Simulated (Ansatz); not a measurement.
The starting structures come from a database of crystals and need not be the phases stable at ambient conditions.

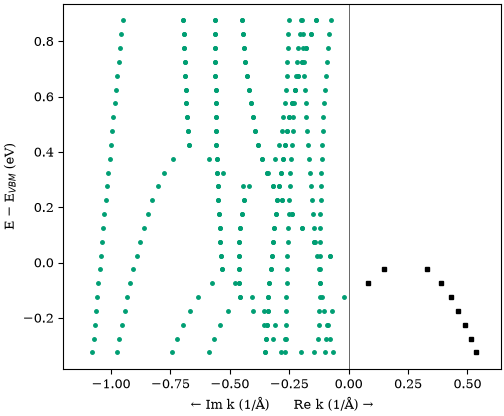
*Complex bands at the centre of the two-dimensional zone; r2SCAN (Ansatz, an electronic-structure program)*

The gap is the functional's own. No spin-orbit coupling. Mid-gap values are those at the computed energy nearest the middle.

This is SnSe₂ (P-3m1, CdI2 type, 3 atoms a cell, 25.6 Å³ an atom) along the normal of (110). Read off the slowest decay at the centre of the two-dimensional zone at 0.33 eV, the computed energy nearest the middle of the gap.

κ ≈ 0.11 1/Å, a decay length 1/(2κ) of the density of 4.4 Å.
